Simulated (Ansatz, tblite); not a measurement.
**The cluster Al2SiO5: removing and adding an electron**

What does removing or adding an electron cost or gain for the cluster Al2SiO5? Each charged state is run at several levels.

Computed with Ansatz 0.2.0, Gaussian basis. Level: as each input shows.

Plan: charge +1 doublet, at the geometry of the singlet (PBE0-D4/def2-TZVP, PBE-D4/def2-TZVP, BHLYP-D4/def2-TZVP, CCSD(T)/def2-SVP); charge -1 doublet, at the geometry of the singlet (PBE0-D4/def2-TZVPD, PBE-D4/def2-TZVPD, BHLYP-D4/def2-TZVPD); the starting singlet's energies come from earlier runs.

2 further runs of the same task are left out: 2 set aside as unsound or not needed. Runs told in other sessions of the task aren't counted.

## (1) The structure

The geometry is that of the singlet, from an earlier relaxation (PBE-D4/def2-SVP). At that level it is the lowest of the isomers that a small search found.

8 atoms, charge 0, spin multiplicity 1.

Atoms are counted from 1 here; the program's logs count them from 0.

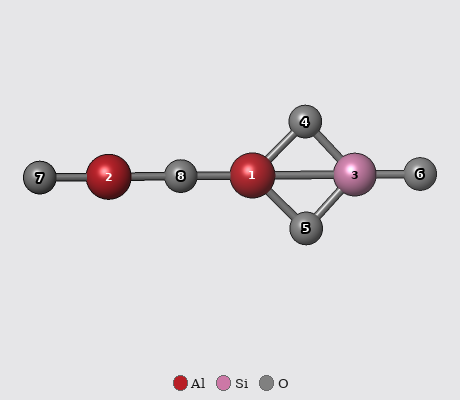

The structure; aluminium red, silicon pink, oxygen grey; atoms are numbered from 1 in the order of the file.

Geometry (Å):

```mol
Al2O5Si
  3D, bonds by distance, orders not assigned

  8  9  0  0  0  0  0  0  0  0999 V2000
   -0.1020   -0.0601    0.0924 Al  0  0
    2.2129    1.3009   -1.9646 Al  0  0
   -1.7527   -1.0304    1.5556 Si  0  0
   -0.8027    0.3721    1.6558 O   0  0
   -1.1211   -1.5031    0.0532 O   0  0
   -2.8061   -1.6497    2.4897 O   0  0
    3.3195    1.9522   -2.9516 O   0  0
    1.0522    0.6181   -0.9304 O   0  0
  1  3  8  0
  1  4  8  0
  1  5  8  0
  1  8  8  0
  2  7  8  0
  2  8  8  0
  3  4  8  0
  3  5  8  0
  3  6  8  0
M  END
```

## (2) Charge +1 doublet at the fixed geometry, PBE0-D4/def2-TZVP

File in.yaml:

```yaml
crystal:
  periodic: [false, false, false]
  atoms:
    - {symbol: Al, position_ang: [-0.102038, -0.060147, 0.092362]}
    - {symbol: Al, position_ang: [2.212858, 1.300903, -1.964623]}
    - {symbol: Si, position_ang: [-1.752668, -1.030380, 1.555558]}
    - {symbol: O, position_ang: [-0.802658, 0.372149, 1.655843]}
    - {symbol: O, position_ang: [-1.121114, -1.503082, 0.053190]}
    - {symbol: O, position_ang: [-2.806069, -1.649740, 2.489697]}
    - {symbol: O, position_ang: [3.319521, 1.952193, -2.951625]}
    - {symbol: O, position_ang: [1.052168, 0.618104, -0.930401]}
basis:
  gaussian: {orbitals: def2-TZVP}
total_charge: 1
magnetization: {spin_polarized: true, initial_magnetization: 1}
hamiltonian: {xc: pbe0, dispersion: d4}
scf: {omitted_lower_state_checks: [starts]}
output: {orbitals: {seedname: orbitals}}
```

The run is started by

```bash
ansatz run in.yaml --threads 4 --pin off --events-out ev --progress --plain --max-ram 4787MiB
```

The log of the run:

```text
Functional definition: PBE0
  name "PBE0"
  cite "Adamo & Barone, J. Chem. Phys. 110, 6158 (1999) doi:10.1063/1.478522"
  cite "Perdew, Burke & Ernzerhof, Phys. Rev. Lett. 77, 3865 (1996) doi:10.1103/PhysRevLett.77.3865"
  parent pbe
  parameter a = 0.25
  parameter kappa = 0.804
  parameter beta = 0.06672455060314922
  exchange = (1 - a)*pbe_x(kappa = kappa, mu = beta*pi^2/3) + a*exact_x
  correlation = pbe_c(beta = beta)
these checks for a lower state are left out or cut short: starts
1581 factors; their error is unknown
mean field evaluation 1: about -31254.9933 eV, gradient 1.0e2 eV
mean field evaluation 2: about -30904.6379 eV, gradient 1.9e2 eV
mean field evaluation 4: about -31274.3517 eV, gradient 5.6e1 eV
mean field evaluation 8: about -31287.5654 eV, gradient 1.2e1 eV
mean field evaluation 16: about -31288.5538 eV, gradient 1.2e-1 eV
mean field evaluation 32: about -31288.6381 eV, gradient 9.0e-5 eV
mean field -31288.63808782 eV, -1149.8362415266 hartree, gradient 5.1e-6 eV, S^2 0.767516; 0 other end points of the search recorded, 0 dependent functions left out
reference -31288.63812875 eV, -1149.8362430309 hartree; 40, 39 occupied and 226, 227 virtual orbitals, 1581 factors
Total energy: -31288.84312061 eV, -1149.8437763429 hartree
Checks for a lower state left out: starts
```

Run time: 48 s. Hardware: 4 threads of Arm Neoverse V1, shared host; peak memory 1.5 GiB.

From the report: HOMO -11.98 eV, LUMO -11.53 eV (over both spins); ⟨S²⟩ 0.768 (pure: 0.75).

## (3) Charge +1 doublet at the fixed geometry, PBE-D4/def2-TZVP

start.molden holds the orbitals of an earlier run on this state, given as this run's starting guess.

Edit in.yaml of step 2 so:

```diff
@@ -12,6 +12,6 @@
 basis:
-  gaussian: {orbitals: def2-TZVP}
+  gaussian: {orbitals: def2-TZVP, initial_orbitals: start.molden}
 total_charge: 1
 magnetization: {spin_polarized: true, initial_magnetization: 1}
-hamiltonian: {xc: pbe0, dispersion: d4}
+hamiltonian: {xc: pbe, dispersion: d4}
 scf: {omitted_lower_state_checks: [starts]}
```

Same command.

The log of the run:

```text
Functional definition: PBE
  name "PBE"
  cite "Perdew, Burke & Ernzerhof, Phys. Rev. Lett. 77, 3865 (1996) doi:10.1103/PhysRevLett.77.3865"
  parent pbe
  parameter kappa = 0.804
  parameter beta = 0.06672455060314922
  exchange = pbe_x(kappa = kappa, mu = beta*pi^2/3)
  correlation = pbe_c(beta = beta)
these checks for a lower state are left out or cut short: starts
1525 factors; their error is unknown
mean field evaluation 1: about -31287.7636 eV, gradient 1.1e1 eV
mean field evaluation 2: about -31288.0730 eV, gradient 4.3e-1 eV
mean field evaluation 4: about -31288.0696 eV, gradient 1.2e-1 eV
mean field evaluation 8: about -31288.0696 eV, gradient 1.3e-5 eV
mean field evaluation 16: about -31288.0696 eV, gradient 2.6e-5 eV
mean field -31288.06963004 eV, -1149.8153510888 hartree, gradient 2.9e-6 eV, S^2 0.755646; 0 other end points of the search recorded, 0 dependent functions left out
reference -31288.06968361 eV, -1149.8153530574 hartree; 40, 39 occupied and 226, 227 virtual orbitals, 1525 factors
Total energy: -31288.30906534 eV, -1149.8241501736 hartree
Checks for a lower state left out: starts
```

Run time: 17 s. Hardware: 4 threads of Arm Neoverse V1, shared host; peak memory 0.84 GiB.

HOMO -12.05 eV, LUMO -12.03 eV (over both spins); ⟨S²⟩ 0.756 (pure: 0.75).

## (4) Charge +1 doublet at the fixed geometry, BHLYP-D4/def2-TZVP

Edit in.yaml of step 3 so:

```diff
@@ -15,3 +15,3 @@
 magnetization: {spin_polarized: true, initial_magnetization: 1}
-hamiltonian: {xc: pbe, dispersion: d4}
+hamiltonian: {xc: {name: BHLYP}, dispersion: d4}
 scf: {omitted_lower_state_checks: [starts]}
```

Same command.

The log of the run:

```text
Functional definition: BHLYP
  name "BHLYP"
  cite "Becke, J. Chem. Phys. 98, 1372 (1993) doi:10.1063/1.464304"
  cite "Becke, Phys. Rev. A 38, 3098 (1988) doi:10.1103/PhysRevA.38.3098"
  cite "Lee, Yang & Parr, Phys. Rev. B 37, 785 (1988) doi:10.1103/PhysRevB.37.785"
  parameter a = 0.5
  exchange = (1 - a)*b88_x + a*exact_x
  correlation = lyp_c
these checks for a lower state are left out or cut short: starts
1747 factors; their error is unknown
mean field evaluation 1: about -31303.5874 eV, gradient 8.2e0 eV
mean field evaluation 2: about -31303.9499 eV, gradient 1.5e0 eV
mean field evaluation 4: about -31304.0579 eV, gradient 1.7e-1 eV
mean field evaluation 8: about -31304.2391 eV, gradient 1.1e-3 eV
mean field -31304.23905617 eV, -1150.4095665390 hartree, gradient 7.3e-6 eV, S^2 0.753662; 0 other end points of the search recorded, 0 dependent functions left out
reference -31304.23926701 eV, -1150.4095742870 hartree; 40, 39 occupied and 226, 227 virtual orbitals, 1747 factors
Total energy: -31304.58142495 eV, -1150.4221483594 hartree
Checks for a lower state left out: starts
```

Run time: 36 s. Hardware: 4 threads of Arm Neoverse V1, shared host; peak memory 1.7 GiB.

Report: HOMO -12.54 eV, LUMO -10.77 eV (over both spins); ⟨S²⟩ 0.754 (pure: 0.75).

## (5) Charge +1 doublet at the fixed geometry, CCSD(T)/def2-SVP

Edit in.yaml of step 4 so:

```diff
@@ -12,7 +12,7 @@
 basis:
-  gaussian: {orbitals: def2-TZVP, initial_orbitals: start.molden}
+  gaussian: {orbitals: def2-SVP, initial_orbitals: start.molden}
 total_charge: 1
 magnetization: {spin_polarized: true, initial_magnetization: 1}
-hamiltonian: {xc: {name: BHLYP}, dispersion: d4}
-scf: {omitted_lower_state_checks: [starts]}
+correlation: {method: ccsd_t}
+scf: {omitted_lower_state_checks: [starts, cluster_reference]}
 output: {orbitals: {seedname: orbitals}}
```

Same command.

The log of the run:

```text
Functional definition: HF
  name "HF"
  cite "Fock, Z. Phys. 61, 126 (1930) doi:10.1007/BF01340294"
  parent pbe
  exchange = exact_x
  correlation = 0
these checks for a lower state are left out or cut short: starts, cluster_reference
1115 factors; integrals over basis functions are off by at most 5.9e-4 eV
mean field evaluation 1: about -31193.8806 eV, gradient 2.0e1 eV
mean field evaluation 2: about -31196.6206 eV, gradient 5.6e0 eV
mean field evaluation 4: about -31196.9740 eV, gradient 1.1e-2 eV
mean field evaluation 8: about -31196.9945 eV, gradient 1.3e-6 eV
mean field evaluation 16: about -31196.9945 eV, gradient 5.1e-10 eV
mean field -31196.99451704 eV, -1146.4684024190 hartree, gradient 1.0e-9 eV, S^2 0.755517; 0 other end points of the search recorded, 0 dependent functions left out
20 core orbitals not correlated: weight in the atoms' cores, before any rotation towards them, 1.000 or more for the frozen orbitals, at most 0.000 for the correlated occupied ones
reference -31196.99451704 eV, -1146.4684024190 hartree; 20, 19 occupied and 84, 85 virtual orbitals, 1115 factors
second order -28.66139950 eV of doubles, -0.00000000 eV of singles
cycle   1  -27.87943184 eV  change    7.8e-1 eV  update   1.8e-1
cycle   2  -28.70267911 eV  change   -8.2e-1 eV  update   5.9e-2
cycle   3  -28.95439086 eV  change   -2.5e-1 eV  update   3.3e-2
cycle   4  -28.97094354 eV  change   -1.7e-2 eV  update   1.0e-2
cycle   5  -28.95935303 eV  change    1.2e-2 eV  update   4.8e-3
cycle   6  -28.95708150 eV  change    2.3e-3 eV  update   2.3e-3
cycle   7  -28.95800002 eV  change   -9.2e-4 eV  update   1.6e-3
cycle   8  -28.95877337 eV  change   -7.7e-4 eV  update   9.0e-4
cycle   9  -28.95906685 eV  change   -2.9e-4 eV  update   5.8e-4
cycle  10  -28.95928159 eV  change   -2.1e-4 eV  update   3.3e-4
cycle  11  -28.95943328 eV  change   -1.5e-4 eV  update   1.8e-4
cycle  12  -28.95927397 eV  change    1.6e-4 eV  update   1.6e-4
cycle  13  -28.95927860 eV  change   -4.6e-6 eV  update   1.0e-4
cycle  14  -28.95925757 eV  change    2.1e-5 eV  update   6.8e-5
cycle  15  -28.95921843 eV  change    3.9e-5 eV  update   5.6e-5
cycle  16  -28.95919835 eV  change    2.0e-5 eV  update   2.8e-5
perturbative correction -0.83383361 eV, -0.0306428199 hartree
Total energy: -31226.78754901 eV, -1147.5632761491 hartree
Checks for a lower state left out: starts, cluster_reference
```

Wall time 66 s (4 threads of Arm Neoverse V1, shared host); peak memory 1.5 GiB.

From the report: Hartree-Fock HOMO -14.67 eV, LUMO -6.74 eV (over both spins); ⟨S²⟩ 0.756 (pure: 0.75); T1 0.021.

## (6) Vertical ionisation energy

Charged state less starting state, singlet to doublet; the starting state's energies are those of its earlier runs.

| level | vertical ionisation energy (eV) | time |
| --- | --- | --- |
| HF/def2-SVP† | +8.10 |  |
| PBE-D4/def2-TZVP | +9.48 | 20 s |
| PBE0-D4/def2-TZVP | +9.89 | 56 s |
| BHLYP-D4/def2-TZVP | +9.83 | 44 s |
| MP2/def2-SVP† | +10.26 |  |
| CCSD/def2-SVP† | +9.77 |  |
| CCSD(T)/def2-SVP† | +9.94 | 81 s |

Times add the two runs; a level without a time comes out of a correlated run. † marks a level with a doubtful state (flagged, unstable, out of aufbau order, or strongly spin-contaminated); such levels are left out of the summary. CCSD(T)/def2-SVP is no safe reference here (large T1 diagnostic).

Beside −ε(HOMO) of the starting state:

| level | −ε(HOMO) (eV) | by difference (eV) | mismatch (eV) |
| --- | --- | --- | --- |
| PBE-D4/def2-TZVP | 6.73 | 9.48 | -2.75 |
| PBE0-D4/def2-TZVP | 8.08 | 9.89 | -1.82 |
| BHLYP-D4/def2-TZVP | 9.37 | 9.83 | -0.46 |

## (7) Charge -1 doublet at the fixed geometry, PBE0-D4/def2-TZVPD

Edit in.yaml of step 5 so:

```diff
@@ -12,7 +12,7 @@
 basis:
-  gaussian: {orbitals: def2-SVP, initial_orbitals: start.molden}
-total_charge: 1
+  gaussian: {orbitals: def2-TZVPD}
+total_charge: -1
 magnetization: {spin_polarized: true, initial_magnetization: 1}
-correlation: {method: ccsd_t}
-scf: {omitted_lower_state_checks: [starts, cluster_reference]}
+hamiltonian: {xc: pbe0, dispersion: d4}
+scf: {omitted_lower_state_checks: [starts]}
 output: {orbitals: {seedname: orbitals}}
```

Same command.

The log of the run:

```text
Functional definition: PBE0
  name "PBE0"
  cite "Adamo & Barone, J. Chem. Phys. 110, 6158 (1999) doi:10.1063/1.478522"
  cite "Perdew, Burke & Ernzerhof, Phys. Rev. Lett. 77, 3865 (1996) doi:10.1103/PhysRevLett.77.3865"
  parent pbe
  parameter a = 0.25
  parameter kappa = 0.804
  parameter beta = 0.06672455060314922
  exchange = (1 - a)*pbe_x(kappa = kappa, mu = beta*pi^2/3) + a*exact_x
  correlation = pbe_c(beta = beta)
these checks for a lower state are left out or cut short: starts
1804 factors; their error is unknown
mean field evaluation 1: about -31281.8204 eV, gradient 7.2e1 eV
mean field evaluation 2: about -31053.8091 eV, gradient 1.7e2 eV
mean field evaluation 4: about -31298.1968 eV, gradient 1.7e1 eV
mean field evaluation 8: about -31300.6487 eV, gradient 1.3e0 eV
mean field evaluation 16: about -31300.7234 eV, gradient 8.0e-3 eV
mean field -31300.72337462 eV, -1150.2803676248 hartree, gradient 5.8e-5 eV, S^2 0.753902; 0 other end points of the search recorded, 0 dependent functions left out
reference -31300.72342560 eV, -1150.2803694984 hartree; 41, 40 occupied and 288, 289 virtual orbitals, 1804 factors
Total energy: -31300.95927931 eV, -1150.2890369624 hartree
Checks for a lower state left out: starts
```

Wall time 28 s (4 threads of Arm Neoverse V1, shared host); peak memory 1.4 GiB.

From the report: HOMO -0.73 eV, LUMO 0.84 eV (over both spins); ⟨S²⟩ 0.754 (pure: 0.75).

## (8) Charge -1 doublet at the fixed geometry, PBE-D4/def2-TZVPD

Edit in.yaml of step 7 so:

```diff
@@ -12,6 +12,6 @@
 basis:
-  gaussian: {orbitals: def2-TZVPD}
+  gaussian: {orbitals: def2-TZVPD, initial_orbitals: start.molden}
 total_charge: -1
 magnetization: {spin_polarized: true, initial_magnetization: 1}
-hamiltonian: {xc: pbe0, dispersion: d4}
+hamiltonian: {xc: pbe, dispersion: d4}
 scf: {omitted_lower_state_checks: [starts]}
```

Launched as before.

The log of the run:

```text
Functional definition: PBE
  name "PBE"
  cite "Perdew, Burke & Ernzerhof, Phys. Rev. Lett. 77, 3865 (1996) doi:10.1103/PhysRevLett.77.3865"
  parent pbe
  parameter kappa = 0.804
  parameter beta = 0.06672455060314922
  exchange = pbe_x(kappa = kappa, mu = beta*pi^2/3)
  correlation = pbe_c(beta = beta)
these checks for a lower state are left out or cut short: starts
1723 factors; their error is unknown
mean field evaluation 1: about -31299.6758 eV, gradient 1.1e1 eV
mean field evaluation 2: about -31299.9264 eV, gradient 3.1e-1 eV
mean field evaluation 4: about -31299.9240 eV, gradient 9.1e-2 eV
mean field evaluation 8: about -31299.9240 eV, gradient 1.9e-5 eV
mean field -31299.92403437 eV, -1150.2509924127 hartree, gradient 1.9e-5 eV, S^2 0.753372; 0 other end points of the search recorded, 0 dependent functions left out
reference -31299.92409947 eV, -1150.2509948048 hartree; 41, 40 occupied and 288, 289 virtual orbitals, 1723 factors
Total energy: -31300.19945220 eV, -1150.2611138312 hartree
Checks for a lower state left out: starts
```

Run time: 11 s. Hardware: 4 threads of Arm Neoverse V1, shared host; peak memory 0.72 GiB.

Report: HOMO -0.31 eV, LUMO 0.12 eV (over both spins); ⟨S²⟩ 0.753 (pure: 0.75).

## (9) Charge -1 doublet at the fixed geometry, BHLYP-D4/def2-TZVPD

Edit in.yaml of step 8 so:

```diff
@@ -15,3 +15,3 @@
 magnetization: {spin_polarized: true, initial_magnetization: 1}
-hamiltonian: {xc: pbe, dispersion: d4}
+hamiltonian: {xc: {name: BHLYP}, dispersion: d4}
 scf: {omitted_lower_state_checks: [starts]}
```

Launched as before.

The log of the run:

```text
Functional definition: BHLYP
  name "BHLYP"
  cite "Becke, J. Chem. Phys. 98, 1372 (1993) doi:10.1063/1.464304"
  cite "Becke, Phys. Rev. A 38, 3098 (1988) doi:10.1103/PhysRevA.38.3098"
  cite "Lee, Yang & Parr, Phys. Rev. B 37, 785 (1988) doi:10.1103/PhysRevB.37.785"
  parameter a = 0.5
  exchange = (1 - a)*b88_x + a*exact_x
  correlation = lyp_c
these checks for a lower state are left out or cut short: starts
1968 factors; their error is unknown
mean field evaluation 1: about -31315.7480 eV, gradient 8.2e0 eV
mean field evaluation 2: about -31315.9172 eV, gradient 2.9e-1 eV
mean field evaluation 4: about -31316.0502 eV, gradient 1.6e-1 eV
mean field evaluation 8: about -31316.0503 eV, gradient 2.0e-5 eV
mean field -31316.05028394 eV, -1150.8436211534 hartree, gradient 2.0e-5 eV, S^2 0.752887; 0 other end points of the search recorded, 0 dependent functions left out
reference -31316.05048205 eV, -1150.8436284339 hartree; 41, 40 occupied and 288, 289 virtual orbitals, 1968 factors
Total energy: -31316.43986776 eV, -1150.8579380948 hartree
Checks for a lower state left out: starts
```

It took 33 s on 4 threads of Arm Neoverse V1, shared host; peak memory 1.5 GiB.

HOMO -1.02 eV, LUMO 1.37 eV (over both spins); ⟨S²⟩ 0.753 (pure: 0.75).

## (10) Vertical electron affinity

Starting state less charged state (positive: the electron is bound), singlet to doublet; the starting state's energies are those of its earlier runs.

| level | vertical electron affinity (eV) | time |
| --- | --- | --- |
| PBE-D4/def2-TZVPD | +2.30 | 19 s |
| PBE0-D4/def2-TZVPD | +2.13 | 40 s |
| BHLYP-D4/def2-TZVPD | +1.94 | 48 s |

Times add the two runs; a level without a time comes out of a correlated run.

Beside −ε(LUMO) of the starting state:

| level | −ε(LUMO) (eV) | by difference (eV) | mismatch (eV) |
| --- | --- | --- | --- |
| PBE-D4/def2-TZVPD | 4.32 | 2.30 | +2.02 |
| PBE0-D4/def2-TZVPD | 3.53 | 2.13 | +1.39 |
| BHLYP-D4/def2-TZVPD | 2.84 | 1.94 | +0.90 |

## (11) Summary of results

```
                                             quantity                                value
 vertical ionisation energy, functionals in def2-TZVP   9.48 (PBE-D4) to 9.89 eV (PBE0-D4)
vertical electron affinity, functionals in def2-TZVPD  1.94 (BHLYP-D4) to 2.30 eV (PBE-D4)
```

In words: The vertical ionisation energy spans 9.48 to 9.89 eV over the functionals. −ε(HOMO) misses the level's own difference by -0.46 eV at best (BHLYP-D4) and -2.75 eV at worst (PBE-D4). The vertical electron affinity spans 1.94 to 2.30 eV over the functionals. −ε(LUMO) misses the level's own difference by +0.90 eV at best (BHLYP-D4) and +2.02 eV at worst (PBE-D4).
